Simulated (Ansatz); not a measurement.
AlClFH$_{3}$

```csv
atom,x (Å),y (Å),z (Å)
Al,-0.7775,-0.2460,-0.0372
Cl,1.4367,1.0575,-0.5492
H,-0.9757,-1.0003,-1.4093
H,-1.6802,0.9395,0.4828
H,1.8509,0.2848,0.3971
F,0.1459,-1.0354,1.1159
```

The product side of a reaction path; geometry: PBE0-D4/def2-TZVP.

Method: RKS PBE0-D4/def2-TZVPP (Ansatz 0.2.0).

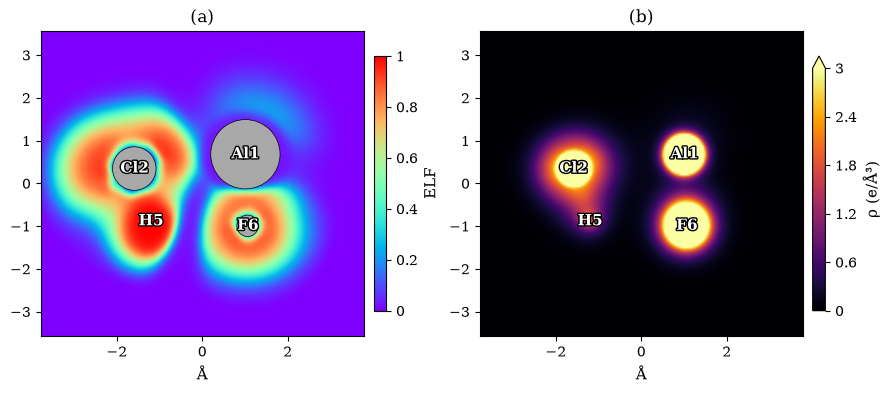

Figure 1. (a) ELF; (b) total electron density on the plane of atoms Cl2, Al1 and F6. Grey discs cover the atomic cores in the ELF map.

Question: Describe what can be read from this map.

Answer: The plane passes through Al, Cl, H and F nuclei.
Al–F (1.67 Å): the density is about 0.86 e/Å³ at the midpoint; the ELF peaks at about 0.85 in the valence shell of F, 0.5 Å from its nucleus, and is about 0.35 at the midpoint.
Al–Cl (2.62 Å): the density is about 0.25 e/Å³ at the midpoint, with its minimum of 0.15 e/Å³ about 1.0 Å from Al; the ELF peaks at about 0.90 in the valence shell of Cl, 0.9 Å from its nucleus, and is about 0.65 at the midpoint.
Cl–H (1.29 Å): ρ is about 2 e/Å³ halfway; the ELF climbs to about 1 towards the hydrogen, as it does in any bond to H: an ordinary covalent bond to hydrogen.
The ELF also peaks beside F6 and Cl2, away from the bonds: lone-pair regions.

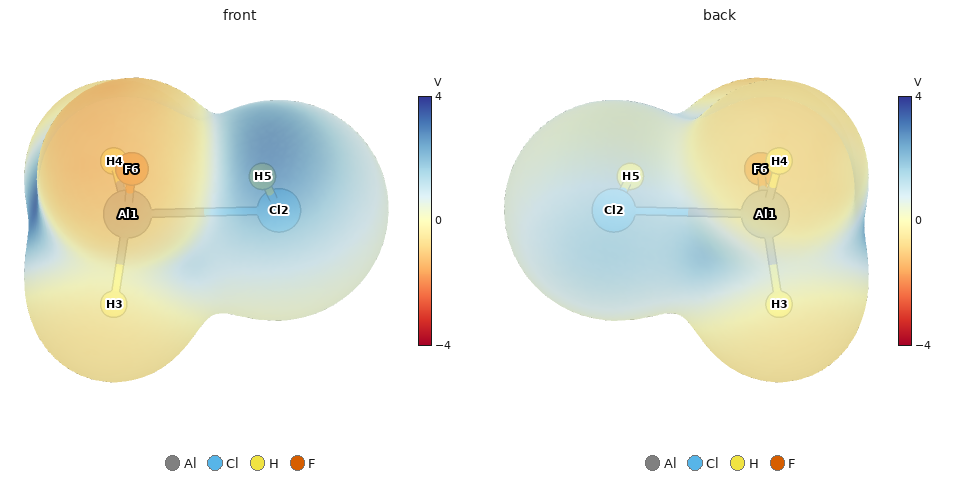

Figure 2. The molecular electrostatic potential painted on the density surface at 0.002 e/bohr³, seen from the front and from behind; red is negative and blue positive.

Question: Which sites attract a positive test charge, and which a negative one?

Answer: A positive charge is drawn to the negative regions and a negative charge to the positive ones. The most negative region (about −1.3 V) lies over F6, the most positive (about +3.0 V) over Al1.

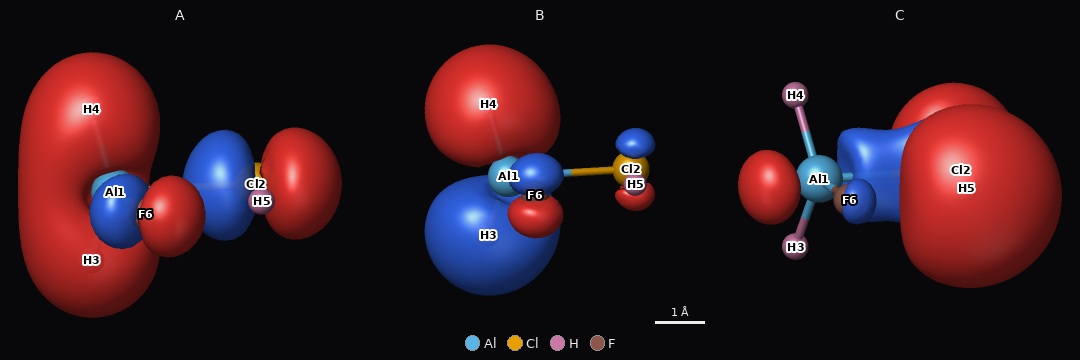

Figure 3. Three frontier orbitals at ±0.08 Å⁻³ᐟ² (blue and red are the two phases), in no order.

Question: Order the three orbitals by energy and name them.

Answer: A is the HOMO−1 (−9.88 eV). Its weight (Hirshfeld) is mainly on Al1 (about 30 %), Cl2 (about 20 %), H3 (about 20 %), H4 (about 20 %) and F6 (about 10 %). B is the HOMO (−8.27 eV). By Hirshfeld shares it lies mainly on Al1 (about 35 %), H3 (about 30 %) and H4 (about 30 %). C is the LUMO (−0.35 eV). It lies mainly on Cl2 (about 45 %), H5 (about 40 %) and Al1 (about 10 %).

Question: What is the HOMO–LUMO gap?

Answer: 7.92 eV between the orbital energies.
